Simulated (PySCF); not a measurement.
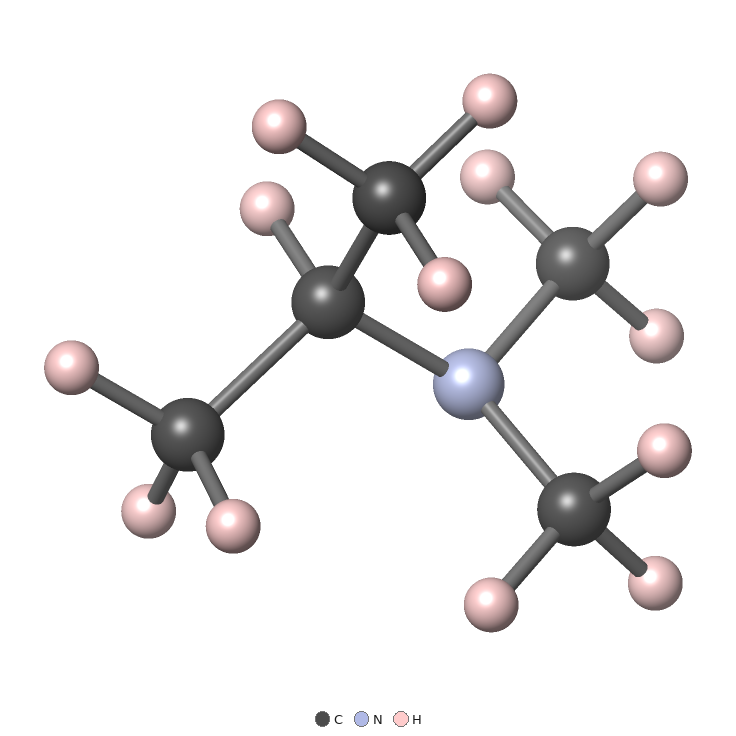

A ball-and-stick model of a molecule.

The computed structure is the end point of a PBE0-D3(BJ)/def2-SVP optimisation. No frequency run is at hand to confirm it as a minimum.

What does the picture show?

Formula C₅H₁₃N. Its SMILES string is `CC(C)N(C)C`. It has no ring. Among its groups: tertiary amine. This geometry has C1 symmetry. Coordination, clear cases only: 5 C tetrahedral.

The parts below concern this one geometry. Atoms keep their numbers from picture to picture.

Electronic properties

No frequency run is at hand to confirm it as a minimum. Level of theory: PBE0/cc-pVDZ, gas phase (PySCF 2.14.0).

**Give the HOMO energy (Kohn–Sham orbital) at this level.**

−5.70 eV.

**Give the HOMO–LUMO gap at this level.**

7.43 eV.

**What is the dipole moment?**

0.37 D.

NMR shielding

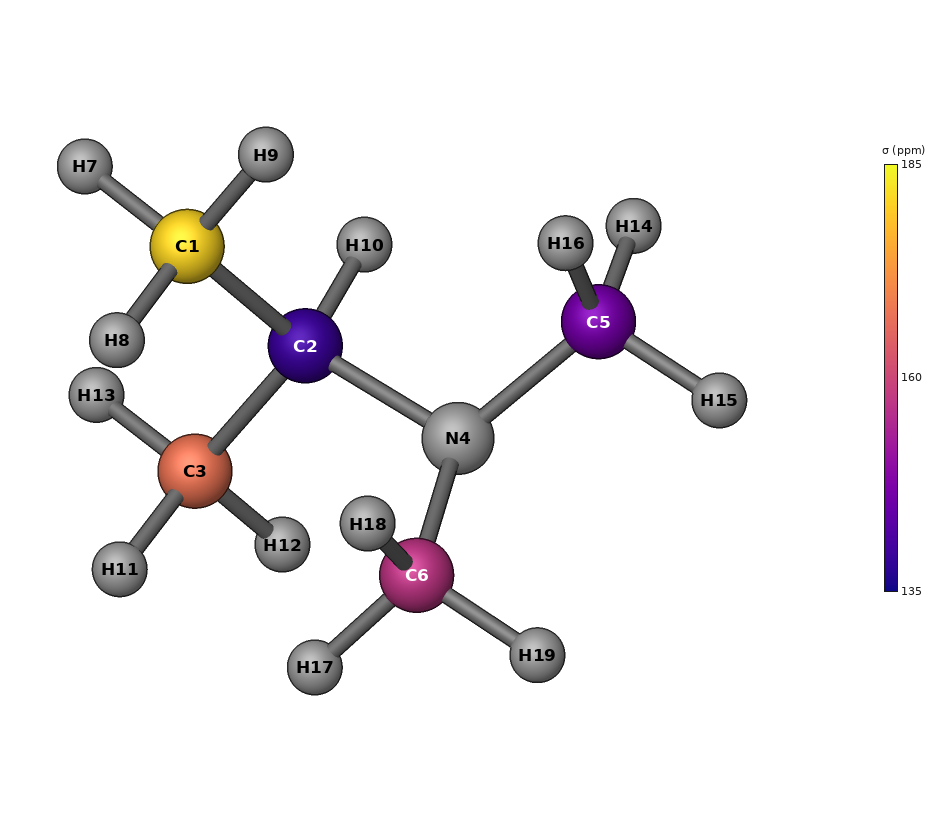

Atoms are coloured by their isotropic NMR shieldings (C only, the others grey). No frequency run is at hand to confirm it as a minimum. Level of theory: GIAO PBE0/pcSseg-0 NMR shielding, non-relativistic, gas phase (PySCF 2.14.0).

Give the isotropic NMR shieldings of the C atoms atom by atom.

| atom | σ (ppm) |
| --- | --- |
| C1 | 180.8 |
| C2 | 139.3 |
| C3 | 167.7 |
| C5 | 146.4 |
| C6 | 157.5 |

Bond orders

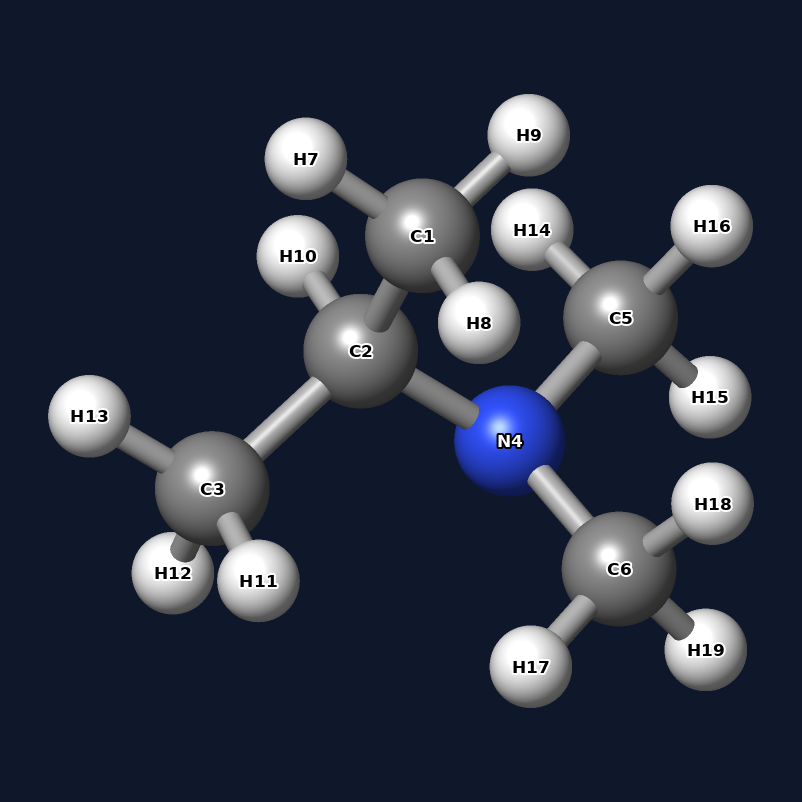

The thickness of each stick grows with its Mayer bond order. No frequency run is at hand to confirm it as a minimum. Level of theory: PBE0/cc-pVDZ (PySCF 2.14.0).

List the Mayer bond orders of C1–C2, C2–C3, C2–N4, N4–C5, N4–C6 (bonds between heavy atoms, one of each equivalent set).

```csv
bond,Mayer order,length (Å)
C1–C2,1.05,1.532
C2–C3,1.08,1.524
C2–N4,1.03,1.459
N4–C5,1.07,1.437
N4–C6,1.06,1.439
```
